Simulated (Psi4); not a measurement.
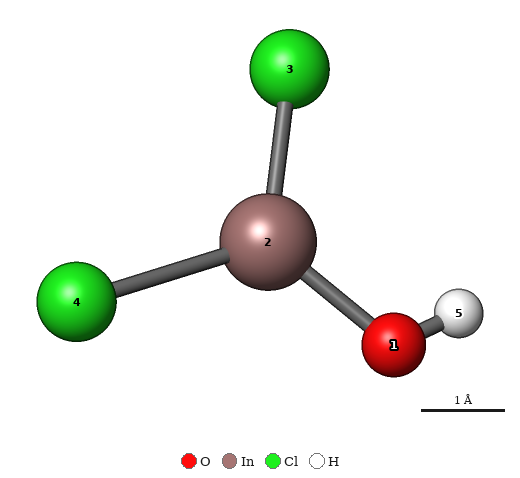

Figure 1. The structure as given in the input (ball-and-stick view, seen at a tilt; atoms are numbered from 1 in the order of the input). Sticks mark near contacts.

Single-point calculation of InHCl2O

- system: InHCl2O, SMILES [OH][In]([Cl])[Cl]
- method: B3LYP/def2-TZVP, RKS, dispersion D3(BJ), core potentials def2 (Psi4 1.11)

The input (job.dat)
```
memory 1600 MB

molecule geom {
  0 1
  O
  In 1 R2
  Cl 2 R3 1 A3
  Cl 2 R4 1 A4 3 D4
  H 1 R5 2 A5 3 D5

  R2 = 1.960742
  R3 = 2.306922
  A3 = 119.62907
  R4 = 2.634
  A4 = 119.81129
  D4 = -179.95644
  R5 = 0.961872
  A5 = 111.73616
  D5 = -0.08456
  units angstrom
  symmetry c1
}

set {
  basis def2-TZVP
}

energy("b3lyp-d3bj")
```

Launched with:
```bash
psi4 job.dat job.out -n 1
```

Log
```
Psi4 1.11 release

   => Loading Basis Set <=

    Name: DEF2-TZVP
    Role: ORBITAL
    Keyword: BASIS

    !!!  WARNING: ECP capability is in beta. Please check occupations closely.  !!!

   => B3LYP-D3(BJ): Empirical Dispersion <=

        s6 =       1.000000
        s8 =       1.988900
        a1 =       0.398100
        a2 =       4.421100

         ---------------------------------------------------------
                                   SCF
                              RKS Reference
                        1 Threads,   1525 MiB Core
         ---------------------------------------------------------

  ==> Geometry <==

    Molecular point group: c1
    Full point group: C1

    Geometry (in Angstrom), charge = 0, multiplicity = 1:

       Center              X                  Y                   Z               Mass
    ------------   -----------------  -----------------  -----------------  -----------------
         O            0.000294438527    -0.044075033656    -2.218247868291    15.994914619570
         IN           0.000294438527    -0.044075033656    -0.257505868291   114.903878776000
         CL           0.000294438527    -2.049353619759     0.882997049813    34.968852682000
         CL          -0.001443099437     2.241360524451     1.051973910363    34.968852682000
         H            0.001613083789    -0.937556033424    -2.574460878459     1.007825032230

  Running in c1 symmetry.

  Rotational constants: A =      0.10847  B =      0.05152  C =      0.03493 [cm^-1]
  Rotational constants: A =   3251.96264  B =   1544.38454  C =   1047.10540 [MHz]
  Nuclear repulsion =  285.313638543230070

  Charge       = 0
  Multiplicity = 1
  Electrons    = 64
  Nalpha       = 32
  Nbeta        = 32

  ==> Algorithm <==

  SCF Algorithm Type is DF.
  DIIS enabled.
  MOM disabled.
  Fractional occupation disabled.
  Guess Type is SAD.
  Energy threshold   = 1.00e-06
  Density threshold  = 1.00e-06
  Integral threshold = 1.00e-12

  ==> Primary Basis <==

  Basis Set: DEF2-TZVP
    Blend: DEF2-TZVP
    Number of shells: 57
    Number of basis functions: 161
    Number of Cartesian functions: 185
    Spherical Harmonics?: true
    Max angular momentum: 3

  Core potential: DEF2-TZVP
    Number of shells: 4
    Number of ECP primitives: 18
    Number of ECP core electrons: 28
    Max angular momentum: 3

  ==> DFT Potential <==

   => LibXC <=

    Version 7.1.2

   => Composite Functional: B3LYP-D3BJ2B <=

    B3LYP-d3bj2b Hyb-GGA Exchange-Correlation Functional

    Deriv               =              1
    GGA                 =           TRUE
    Meta                =          FALSE

    Exchange Hybrid     =           TRUE
    MP2 Hybrid          =          FALSE

   => Exchange Functionals <=

    0.0800   Slater exchange
    0.7200         Becke 88

   => Exact (HF) Exchange <=

    0.2000               HF

   => Correlation Functionals <=

    0.1900   Vosko, Wilk & Nusair (VWN5_RPA)
    0.8100   Lee, Yang & Parr

   => LibXC Density Thresholds  <==

    XC_HYB_GGA_XC_B3LYP:  1.00E-15

   => Molecular Quadrature <=

    Radial Scheme          =       TREUTLER
    Pruning Scheme         =           NONE
    Nuclear Scheme         =       TREUTLER

    Blocking Scheme        =         OCTREE
    BS radius alpha        =              1
    Pruning alpha          =              1
    Radial Points          =             75
    Spherical Points       =            302
    Total Points           =         109095
    Total Blocks           =            915
    Max Points             =            256
    Max Functions          =            149
    Weights Tolerance      =       1.00E-15

   => Loading Basis Set <=

    Name: (DEF2-TZVP AUX)
    Role: JKFIT
    Keyword: DF_BASIS_SCF

  ==> Integral Setup <==

  DFHelper Memory: AOs need 0.109 GiB; user supplied 0.789 GiB.
  SCF_SUBTYPE=INCORE selected. In-core MEM_DF algorithm will be used.
  Using in-core AOs.

  ==> MemDFJK: Density-Fitted J/K Matrices <==

    J tasked:                   Yes
    K tasked:                   Yes
    wK tasked:                   No
    Memory [MiB]:               808
    Algorithm:                 Core
    Schwarz Cutoff:           1E-12
    Mask sparsity (%):       9.2049
    Fitting Condition:        1E-10

   => Auxiliary Basis Set <=

  Basis Set: (DEF2-TZVP AUX)
    Blend: DEF2-UNIVERSAL-JKFIT
    Number of shells: 153
    Number of basis functions: 569
    Number of Cartesian functions: 732
    Spherical Harmonics?: true
    Max angular momentum: 5

  Cached 100.0% of DFT collocation blocks in 0.328 [GiB].

  Minimum eigenvalue in the overlap matrix is 2.7130931688E-03.
  Reciprocal condition number of the overlap matrix is 5.1179656192E-04.
    Using symmetric orthogonalization.

  ==> Pre-Iterations <==

  SCF Guess: Superposition of Atomic Densities via on-the-fly atomic UHF (no occupation information).

   -------------------------
    Irrep   Nso     Nmo
   -------------------------
     A        161     161
   -------------------------
    Total     161     161
   -------------------------

  ==> Iterations <==

                           Total Energy        Delta E     RMS |[F,P]|

   @DF-RKS iter SAD: -1185.31832936823707   -1.18532e+03   0.00000e+00
   @DF-RKS iter   1: -1186.23910802274918   -9.20779e-01   6.43731e-03 DIIS/ADIIS
   @DF-RKS iter   2: -1183.78000527973336    2.45910e+00   1.38136e-02 DIIS/ADIIS
   @DF-RKS iter   3: -1186.51940481984911   -2.73940e+00   3.08137e-03 DIIS/ADIIS
   @DF-RKS iter   4: -1186.62427451903795   -1.04870e-01   6.61226e-04 DIIS/ADIIS
   @DF-RKS iter   5: -1186.62785056050006   -3.57604e-03   1.76556e-04 DIIS/ADIIS
   @DF-RKS iter   6: -1186.62815297034444   -3.02410e-04   8.11340e-05 DIIS
   @DF-RKS iter   7: -1186.62822461204610   -7.16417e-05   2.78008e-05 DIIS
   @DF-RKS iter   8: -1186.62823287113429   -8.25909e-06   8.53320e-06 DIIS
   @DF-RKS iter   9: -1186.62823356875879   -6.97625e-07   2.70514e-06 DIIS
   @DF-RKS iter  10: -1186.62823365394320   -8.51844e-08   8.65328e-07 DIIS
  Energy and wave function converged.

  ==> Post-Iterations <==

   Electrons on quadrature grid:
      Ntotal   =   63.9999870310 ; deviation = -1.297e-05

    Orbital Energies [Eh]
    ---------------------

    Doubly Occupied:

       1A   -101.537814     2A   -101.511027     3A    -19.156630
       4A     -9.470024     5A     -9.440757     6A     -7.229415
       7A     -7.224196     8A     -7.223701     9A     -7.201010
      10A     -7.194762    11A     -7.194384    12A     -4.740762
      13A     -3.149043    14A     -3.141315    15A     -3.138334
      16A     -1.010365    17A     -0.864026    18A     -0.834507
      19A     -0.832710    20A     -0.830483    21A     -0.823083
      22A     -0.794808    23A     -0.778175    24A     -0.508660
      25A     -0.440070    26A     -0.368264    27A     -0.357370
      28A     -0.357121    29A     -0.341739    30A     -0.337591
      31A     -0.313386    32A     -0.310962

    Virtual:

      33A     -0.140943    34A     -0.073274    35A     -0.010102
      36A      0.013027    37A      0.058235    38A      0.071439
      39A      0.074425    40A      0.101374    41A      0.126327
      42A      0.152003    43A      0.173763    44A      0.176857
      45A      0.224213    46A      0.236769    47A      0.307626
      48A      0.338574    49A      0.340822    50A      0.345460
      51A      0.369870    52A      0.379989    53A      0.387296
      54A      0.392962    55A      0.414548    56A      0.423838
      57A      0.425785    58A      0.451114    59A      0.463419
      60A      0.466912    61A      0.479227    62A      0.479855
      63A      0.494109    64A      0.524934    65A      0.541814
      66A      0.560205    67A      0.611386    68A      0.636876
      69A      0.666615    70A      0.727740    71A      0.747217
      72A      0.777743    73A      0.778229    74A      0.809613
      75A      0.846721    76A      0.877391    77A      0.904569
      78A      0.906414    79A      0.931382    80A      0.948706
      81A      0.966834    82A      1.096785    83A      1.136817
      84A      1.227013    85A      1.273017    86A      1.479488
      87A      1.626587    88A      1.720877    89A      1.734444
      90A      1.742169    91A      1.749036    92A      1.756049
      93A      1.772004    94A      1.812578    95A      1.824779
      96A      1.828777    97A      1.851957    98A      1.887019
      99A      1.908975   100A      2.015746   101A      2.015824
     102A      2.039415   103A      2.039820   104A      2.055832
     105A      2.064651   106A      2.069771   107A      2.070652
     108A      2.082392   109A      2.099510   110A      2.100531
     111A      2.120850   112A      2.140830   113A      2.143342
     114A      2.155794   115A      2.181457   116A      2.206774
     117A      2.215397   118A      2.221658   119A      2.235618
     120A      2.237149   121A      2.251263   122A      2.266670
     123A      2.296392   124A      2.322761   125A      2.324616
     126A      2.348598   127A      2.403176   128A      2.557705
     129A      2.616284   130A      2.671163   131A      2.721269
     132A      2.885983   133A      3.099655   134A      3.473867
     135A      3.749802   136A      5.094166   137A      5.111731
     138A      5.136185   139A      5.159018   140A      5.371040
     141A      5.408192   142A      6.143189   143A      6.305628
     144A      6.386605   145A      6.432252   146A      6.693071
     147A      6.942713   148A     10.665832   149A     10.686184
     150A     10.688902   151A     10.702154   152A     10.765508
     153A     10.856689   154A     24.744731   155A     25.001681
     156A     37.819717   157A     38.665535   158A     38.878407
     159A     39.025222   160A     43.376773   161A    123.938088

    Final Occupation by Irrep:
              A
    DOCC [    32 ]
    NA   [    32 ]
    NB   [    32 ]

  @DF-RKS Final Energy: -1186.62823365394320

   => Energetics <=

    Nuclear Repulsion Energy =            285.3136385432300699
    One-Electron Energy =               -2279.3738258856660650
    Two-Electron Energy =                 873.8845843794974826
    DFT Exchange-Correlation Energy =     -66.4449677193103554
    Empirical Dispersion Energy =          -0.0076629716942612
    VV10 Nonlocal Energy =                  0.0000000000000000
    Total Energy =                      -1186.6282336539431981

Computation Completed

Properties will be evaluated at   0.000000,   0.000000,   0.000000 [a0]

Properties computed using the SCF density matrix

 Multipole Moments:

 ------------------------------------------------------------------------------------
     Multipole            Electronic (a.u.)      Nuclear  (a.u.)        Total (a.u.)
 ------------------------------------------------------------------------------------

 L = 1.  Multiply by 2.5417464519 to convert [e a0] to [Debye]
 Dipole X            :          0.0195710           -0.0177170            0.0018540
 Dipole Y            :         -2.9211784            1.9811612           -0.9400172
 Dipole Z            :        -14.1413673           13.5426075           -0.5987598
 Magnitude           :                                                    1.1145174

 ------------------------------------------------------------------------------------

	total time  =          8 seconds =       0.13 minutes

    Psi4 run time: 0:00:07.68
```

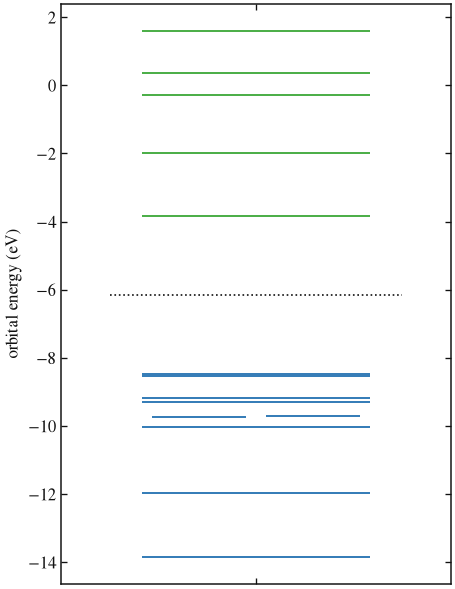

Figure 2. Orbital energies near the frontier; the dotted line parts filled from empty levels, and levels within 0.02 eV of each other stand side by side. Highest filled −8.46 eV, lowest empty −3.84 eV, 4.62 eV apart.

Results in brief

- outcome: converged
- total energy: −1186.628234 hartree
- dispersion energy: −0.007663 hartree
- basis functions: 161
- HOMO: −8.46 eV
- LUMO: −3.84 eV
- dipole moment: 2.83 D
- hardware: 1 thread of Intel Xeon (Sapphire Rapids), 32 GiB of memory available, shared host
- wall time: 9 s
- peak memory: 0.68 GiB
